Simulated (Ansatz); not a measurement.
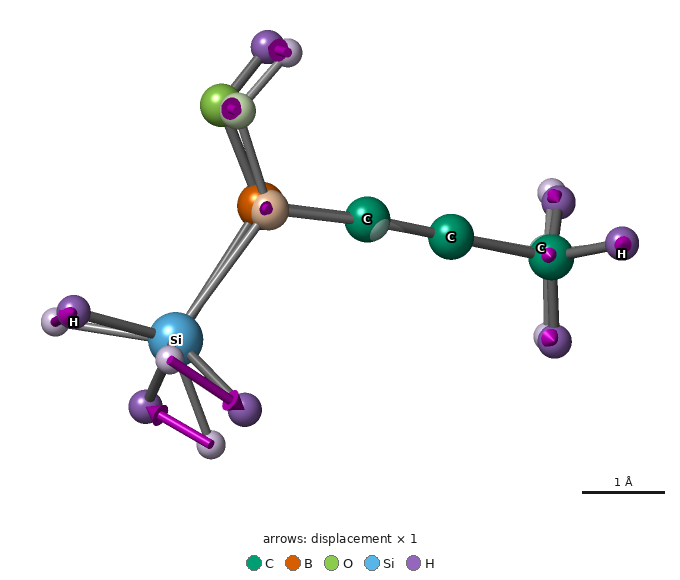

This is a relaxation of C3H7BOSi. The starting structure is drawn faded, the final one solid; purple arrows show the displacements, at their true length. The two geometries are superimposed by the best rigid fit.

The picture is a ball-and-stick view, seen at a tilt.

The start comes from PBE-D4/def2-SVP.

Theory: RKS PBE0-D4/def2-TZVP (Ansatz). Settings: force threshold 0.005 eV/Å; at most 150 steps.

Atoms of which element are displaced furthest, and by how much?

Answer. Hydrogen: up to 1.26 Å, against 0.39 Å for oxygen.

What happened in the run?

Answer. Over 34 accepted moves (44 points after the start) the energy falls by 7.50 kJ/mol. The largest force component goes from 1.6 to 0.0026 eV/Å. The line search rejected the trial steps at points 4, 9, 11, 18, 19, 25, 26, 29 and more of the run. The forces were under the threshold at step 7, but the run went on from there. The largest move after the best rigid fit is that of an H atom, 1.26 Å. Largest moves by element: H 1.26 Å, O 0.39 Å, C 0.19 Å, B 0.17 Å, Si 0.04 Å. Near-neighbour distances that change, for instance: C–C 1.235 → 1.211 Å, C–H 1.110 → 1.093 Å, H–Si 1.507 → 1.491 Å, H–O 0.978 → 0.963 Å. Bond angles that change, for instance: B–Si–H 112.5° → 110.0°, O–B–Si 116.4° → 118.7°. Groups turn about B–Si by about 60°. Cost: 94 s on 4 threads of Intel Xeon 6975P-C (shared host).
